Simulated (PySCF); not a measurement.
System: TlSn (charge +1, triplet).

```xyz
2

Tl    0.0000    0.0000   -1.2460
Sn    0.0000    0.0000    2.1300
```

Core potentials replace the inner electrons of Tl and Sn.

These are results of PBE0/def2-SVP, non-relativistic Hamiltonian with scalar-relativistic core potentials where named, at a bond length of 3.376 Å (PySCF), not measurements.

Question: What can the converged electron density, electron localisation function and spin density tell about the bonding?

Answer: Tl–Sn (3.38 Å): ρ at the midpoint is about 0.15 e/Å³; the ELF is about 0.45 at the midpoint.
The unpaired spin (2 electrons) lies mostly on Sn2 (about 1.6) and Tl1 (about 0.4), in electrons by Hirshfeld's partition.

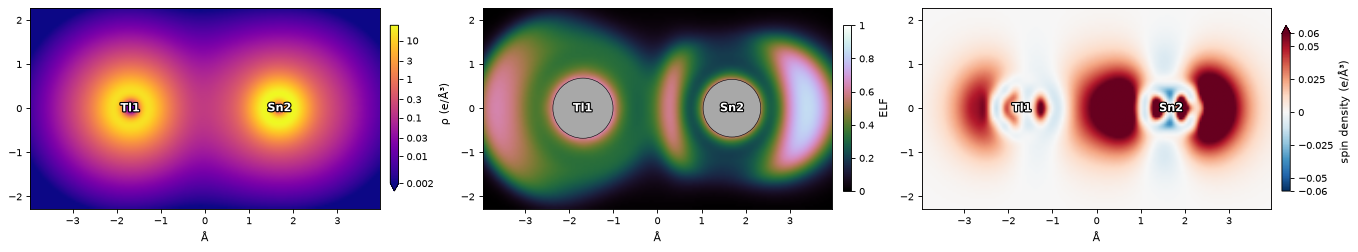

Computed electron density, electron localisation function and spin density on a plane that holds the molecular axis, in this order. Grey discs cover the atomic cores in the ELF map. 
